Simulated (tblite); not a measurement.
# Saddle-point search, with input and output: C₅H₈Si

C₅H₈Si, computed with GFN2-xTB saddle search (eigenvector following) and harmonic vibrations, gas phase (tblite 0.8.0).

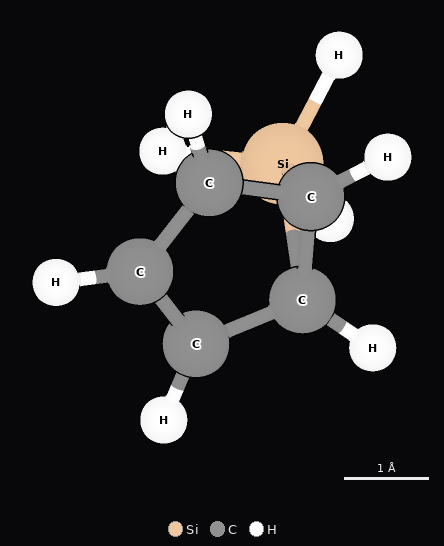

The structure as given in the input (ball-and-stick view, seen at a tilt).

Key numbers

```csv
quantity,value
outcome,converged
total energy,−447.7854 eV
point group,Cs
hardware,"1 CPU thread, shared host"
wall time,2.8 s
peak memory,0.2 GiB
```

Input file
```
{"job": {"xc": "GFN2-xTB", "basis": "xTB", "kind": "saddle"}, "charge": 0, "multiplicity": 1}
Si     1.517537    -0.584498    -0.187853
C      0.215756     0.774315     0.748514
C     -0.546119     1.388549    -0.257322
C     -1.463650     0.468150    -0.745232
C     -1.328844    -0.724739    -0.053349
C     -0.283200    -0.588734     0.878897
H      2.718206     0.242129     0.010010
H      1.097663    -0.591587    -1.577221
H      1.951901    -1.914494     0.263779
H      0.776984     1.292858     1.505731
H     -0.421436     2.400571    -0.598195
H     -2.169041     0.653331    -1.536412
H     -1.907429    -1.618144    -0.207043
H     -0.158329    -1.197707     1.755697
```

The first line tells a small driver script what to run in tblite; the rest is the geometry in Å.

Command:
```bash
OMP_NUM_THREADS=1 python <driver script> task.json out
```

Output
```
step      E/eV     max force
  0    -447.78502   0.0350
  1    -447.78544   0.0059
  2    -447.78545   0.0000
lowest wavenumbers (cm-1): -259.4 190.6 207.7 432.2 433.2 582.0
```

Trajectory as extended XYZ (Å, eV, eV/Å), 3 frames, from step=0 to step=2
```
14
Properties=species:S:1:pos:R:3:forces:R:3 step=0 energy=-447.78502
Si    1.5175   -0.5845   -0.1879   -0.0090  -0.0010   0.0090
C     0.2158    0.7743    0.7485    0.0100   0.0060   0.0090
C    -0.5461    1.3885   -0.2573    0.0030   0.0050  -0.0130
C    -1.4636    0.4681   -0.7452   -0.0240   0.0110  -0.0130
C    -1.3288   -0.7247   -0.0533    0.0230  -0.0110   0.0240
C    -0.2832   -0.5887    0.8789   -0.0060   0.0090  -0.0230
H     2.7182    0.2421    0.0100    0.0130  -0.0030   0.0040
H     1.0977   -0.5916   -1.5772   -0.0130   0.0110  -0.0050
H     1.9519   -1.9145    0.2638    0.0030  -0.0130   0.0080
H     0.7770    1.2929    1.5057   -0.0180  -0.0030  -0.0070
H    -0.4214    2.4006   -0.5982   -0.0020   0.0000  -0.0050
H    -2.1690    0.6533   -1.5364    0.0040  -0.0010   0.0060
H    -1.9074   -1.6181   -0.2070    0.0060   0.0120  -0.0050
H    -0.1583   -1.1977    1.7557    0.0110  -0.0210   0.0120
14
Properties=species:S:1:pos:R:3:forces:R:3 step=1 energy=-447.78544
Si    1.5196   -0.5799   -0.1872    0.0050  -0.0010  -0.0020
C     0.2188    0.7750    0.7439    0.0000   0.0010   0.0010
C    -0.5473    1.3867   -0.2631    0.0000   0.0000   0.0000
C    -1.4655    0.4655   -0.7448    0.0000   0.0000   0.0000
C    -1.3276   -0.7261   -0.0484    0.0000   0.0000   0.0000
C    -0.2841   -0.5859    0.8823    0.0000   0.0000   0.0010
H     2.7312    0.2262    0.0320   -0.0050  -0.0030  -0.0010
H     1.0994   -0.5638   -1.5770    0.0020  -0.0010   0.0030
H     1.9355   -1.9232    0.2468   -0.0010   0.0050  -0.0010
H     0.7716    1.2991    1.5030   -0.0010  -0.0010  -0.0010
H    -0.4227    2.3972   -0.6086    0.0000   0.0000   0.0000
H    -2.1727    0.6464   -1.5350    0.0000   0.0000   0.0000
H    -1.9061   -1.6195   -0.2004    0.0000   0.0000   0.0000
H    -0.1501   -1.1977    1.7565    0.0000   0.0010  -0.0010
14
Properties=species:S:1:pos:R:3:forces:R:3 step=2 energy=-447.78545
Si    1.5196   -0.5803   -0.1872    0.0000   0.0000   0.0000
C     0.2186    0.7750    0.7442    0.0000   0.0000   0.0000
C    -0.5472    1.3869   -0.2627    0.0000   0.0000   0.0000
C    -1.4655    0.4658   -0.7448    0.0000   0.0000   0.0000
C    -1.3276   -0.7260   -0.0487    0.0000   0.0000   0.0000
C    -0.2840   -0.5861    0.8820    0.0000   0.0000   0.0000
H     2.7303    0.2271    0.0301    0.0000   0.0000   0.0000
H     1.0993   -0.5661   -1.5768    0.0000   0.0000   0.0000
H     1.9368   -1.9222    0.2484    0.0000   0.0000   0.0000
H     0.7717    1.2987    1.5033    0.0000   0.0000   0.0000
H    -0.4226    2.3975   -0.6079    0.0000   0.0000   0.0000
H    -2.1727    0.6470   -1.5349    0.0000   0.0000   0.0000
H    -1.9062   -1.6193   -0.2011    0.0000   0.0000   0.0000
H    -0.1505   -1.1980    1.7562    0.0000   0.0000   0.0000
```

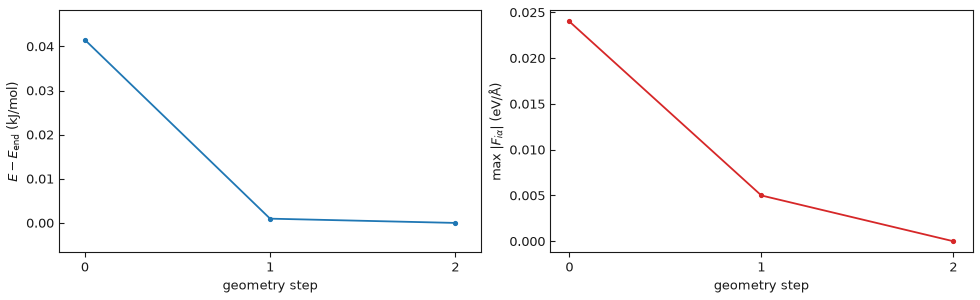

Progress of the saddle-point search, step by step (steps are counted from 0).

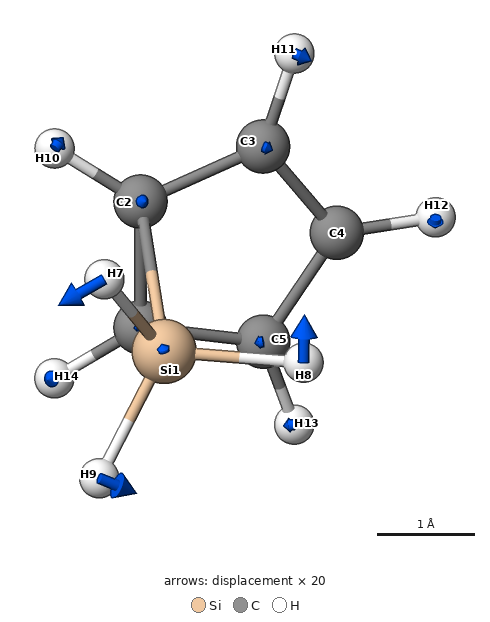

The starting structure with the displacements as blue arrows, magnified 20 times (ball-and-stick view, seen at an oblique angle). The two geometries are laid on each other by the best rigid fit. The energy falls by 0.04 kJ/mol in 2 geometry steps. Largest force component: 0.024 eV/Å at the start, under 0.0001 eV/Å at the end. The largest move after the best rigid fit is that of H7, 0.028 Å. By element the largest moves are H 0.028 Å, C 0.006 Å, Si 0.005 Å. Distances before and after: Si1–C2 2.102 → 2.097 Å. (Atoms are counted from 1 in the order of the input.)
